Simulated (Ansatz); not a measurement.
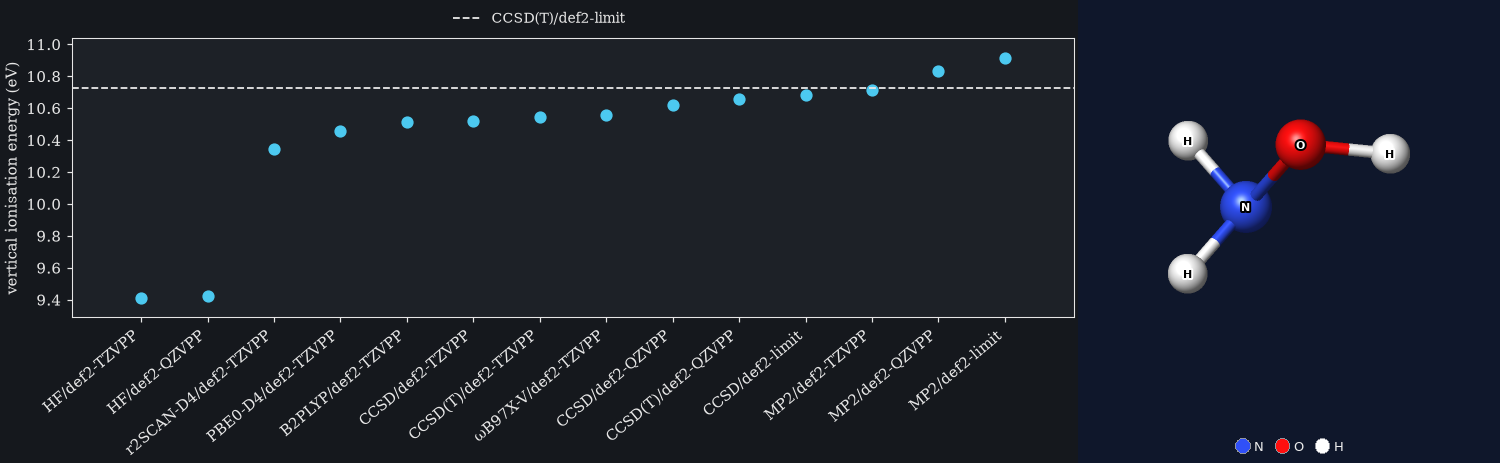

Vertical ionisation energy of NH₃O, SMILES NO, taken as the energy of the cation less that of the neutral at fixed geometry (unrestricted doublet cation, cores frozen in correlated methods, no spin-orbit coupling), the Ansatz code 0.2.0, at a PBE0-D4/def2-TZVP geometry (a minimum by its frequencies). Limit means an estimate of the basis limit from triple and quadruple zeta; for coupled cluster it is either extrapolated directly or built as the MP2 limit plus the step from MP2 in triple zeta. B2PLYP/def2-TZVPP holds a correlation term that converges slowly with the basis, so part of the distance to the limit is basis error. The distance of CCSD/def2-TZVPP, CCSD(T)/def2-TZVPP, CCSD/def2-QZVPP, CCSD(T)/def2-QZVPP, MP2/def2-TZVPP and MP2/def2-QZVPP to the limit includes basis error.

**Which level comes closest to the line (CCSD(T)/def2-limit), and which misses most?**

Closest MP2/def2-TZVPP (10.72 eV), against 10.73 eV; farthest HF/def2-TZVPP (9.41 eV).

**Give the values.**

| level | eV | less CCSD(T)/def2-limit |
| --- | --- | --- |
| HF/def2-TZVPP | 9.41 | −1.32 |
| HF/def2-QZVPP | 9.42 | −1.31 |
| r2SCAN-D4/def2-TZVPP | 10.34 | −0.39 |
| PBE0-D4/def2-TZVPP | 10.46 | −0.27 |
| B2PLYP/def2-TZVPP | 10.51 | −0.21 |
| CCSD/def2-TZVPP | 10.52 | −0.21 |
| CCSD(T)/def2-TZVPP | 10.54 | −0.19 |
| ωB97X-V/def2-TZVPP | 10.56 | −0.17 |
| CCSD/def2-QZVPP | 10.62 | −0.11 |
| CCSD(T)/def2-QZVPP | 10.65 | −0.07 |
| CCSD/def2-limit | 10.68 | −0.04 |
| MP2/def2-TZVPP | 10.72 | −0.01 |
| MP2/def2-QZVPP | 10.84 | 0.11 |
| MP2/def2-limit | 10.92 | 0.19 |
| CCSD(T)/def2-limit | 10.73 | 0.00 |
